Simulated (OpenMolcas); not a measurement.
# BClO (boron chloride oxide): B86PBE/6-31G

Aim: the vertical ionisation energy of BClO (boron chloride oxide) at B86PBE/6-31G, from 2 runs. 

Program for the calculation: OpenMolcas 26.06.

## 1. The molecule

BClO: 3 atoms, total charge 0, spin state singlet. As SMILES, `O=BCl`. The coordinates come from a GFN2-xTB relaxation.

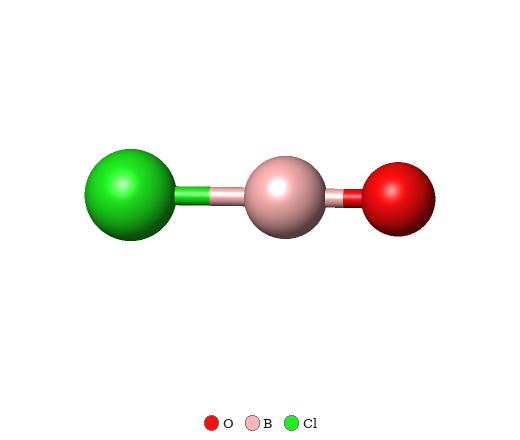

The structure, seen from a chosen angle (oxygen red, boron pink, chlorine green).

## 2. A single-point energy at B86PBE/6-31G

File job.inp:

```
* BClO Kohn-Sham DFT
&gateway
baslib=$CurrDir
coord
3
angstrom
O        1.019560       0.606200       0.626990
B        0.113080       0.066620       0.069470
Cl      -1.132640      -0.672810      -0.696460
basis=6-31G
group=NoSym
&seward
gridinput
Grid=UltraFine
End of Grid
&scf
ksdft=B86PBE
prorbitals=0
```

The basis set 6-31G is read from a file made from the Basis Set Exchange's data (not shown).

Launch:

```console
$ export MOLCAS_MEM=1860
$ pymolcas job.inp > job.log
```

Output:

```text
--- Start Module: gateway ---
[...]
--- Stop Module: gateway /rc=_RC_ALL_IS_WELL_ ---
--- Start Module: seward ---
[...]
      Basis functions           31
--- Stop Module: seward /rc=_RC_ALL_IS_WELL_ ---
--- Start Module: scf ---
[...]
       Convergence after  13 Iterations
[...]
::    Total KS-DFT energy                            -560.2521080342
[...]
      Total spin, S                                     0.0000000000
[...]
      Total electronic charge=   30.000000
      Total            charge=   -0.000000
[...]
      Dipole Moment (debye):
      Origin of the operator (angstrom)=   -0.3559   -0.2113   -0.2188
                   X= -1.4712E+00               Y= -8.7617E-01               Z= -9.0488E-01           Total=  1.9367E+00
      Quadrupole Moment (debye*angstrom):
[...]
--- Stop Module: scf /rc=_RC_ALL_IS_WELL_ ---
[...]
```

Wall time 4.2 s (1 thread of Arm Neoverse V2, shared host); peak memory 0.37 GiB.

## 3. The doublet cation at the same level

File job.input:

```
>>> EXPORT MOLCAS_PRINT=2

&GATEWAY
 BasLib
 $CurrDir
 Coord
 3
 angstrom
 O        1.019560       0.606200       0.626990
 B        0.113080       0.066620       0.069470
 Cl      -1.132640      -0.672810      -0.696460
 Basis
 6-31G
 Group
 NoSym

&SEWARD
 GridInput
 Grid=UltraFine
 End of Grid

&SCF
 UHF
 Charge
 1
 Spin
 2
 KSDFT
 B86PBE
 PrOrbitals
 0
```

The basis set 6-31G is read from a file made from the Basis Set Exchange's data (not shown).

Launch:

```console
$ export MOLCAS_MEM=1860
$ pymolcas job.input > job.log
```

Output:

```text
--- Start Module: gateway ---
[...]
--- Stop Module: gateway /rc=_RC_ALL_IS_WELL_ ---
--- Start Module: seward ---
[...]
      Basis functions           31
--- Stop Module: seward /rc=_RC_ALL_IS_WELL_ ---
--- Start Module: scf ---
[...]
       Convergence after  23 Iterations
[...]
::    Total KS-DFT energy                            -559.7936323491
[...]
      Total spin, S                                     0.5033958156
[...]
      Total electronic charge=   29.000000
      Total            charge=    1.000000
[...]
      Dipole Moment (debye):
      Origin of the operator (angstrom)=   -0.3559   -0.2113   -0.2188
                   X= -6.8470E-01               Y= -4.0969E-01               Z= -4.2135E-01           Total=  9.0233E-01
      Center of Charge (angstrom)
[...]
--- Stop Module: scf /rc=_RC_ALL_IS_WELL_ ---
[...]
```

Wall time 8.7 s (1 thread of Arm Neoverse V2, shared host); peak memory 0.37 GiB.

## 4. Results

Level: B86PBE/6-31G.

| quantity | value |
| --- | --- |
| singlet BClO: total energy | -560.25211 Eh |
| singlet BClO: dipole moment | 1.94 D |
| singlet BClO: HOMO energy | -8.45 eV |
| singlet BClO: LUMO energy | -0.15 eV |
| singlet BClO: HOMO–LUMO gap | 8.31 eV |
| doublet cation: total energy | -559.79363 Eh |
| doublet cation: HOMO energy (highest over α and β) | -16.63 eV |
| doublet cation: LUMO energy (lowest over α and β) | -16.47 eV |
| doublet cation: ⟨S²⟩ | 0.757 |
| vertical ionisation energy (to the doublet cation) | 12.476 eV |

In words: Removing an electron at fixed nuclei costs 12.48 eV (1204 kJ/mol). The negative HOMO energy of the first species, 8.45 eV, lies 4.02 eV below that difference.
